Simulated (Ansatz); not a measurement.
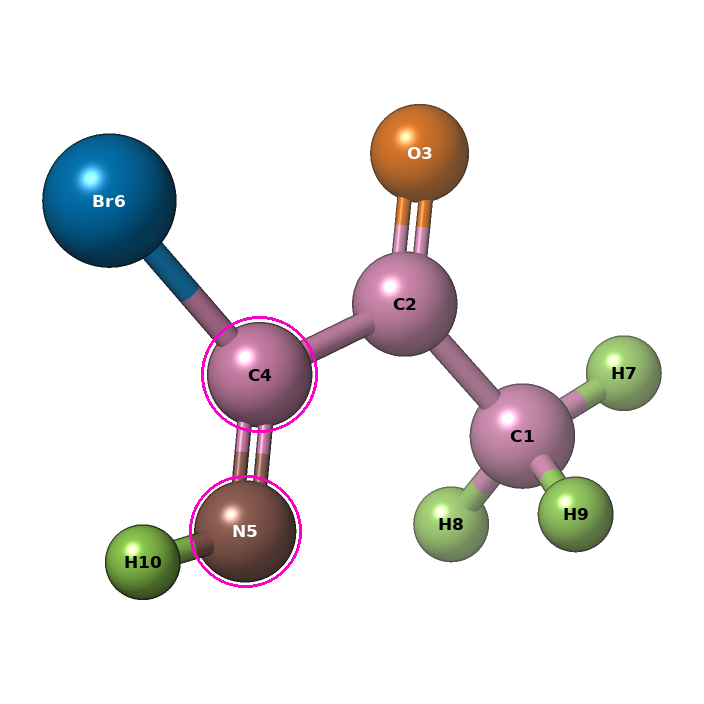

Distant atoms are faded towards the background colour. Circles mark the stereogenic atoms. The geometry was computed by an optimisation with PBE-D4/def2-SVP. No frequency run is at hand to confirm it as a minimum.

Assign CIP descriptors.

C4=N5: Z.

Write the isomeric SMILES.

[H]/N=C(\Br)C(C)=O
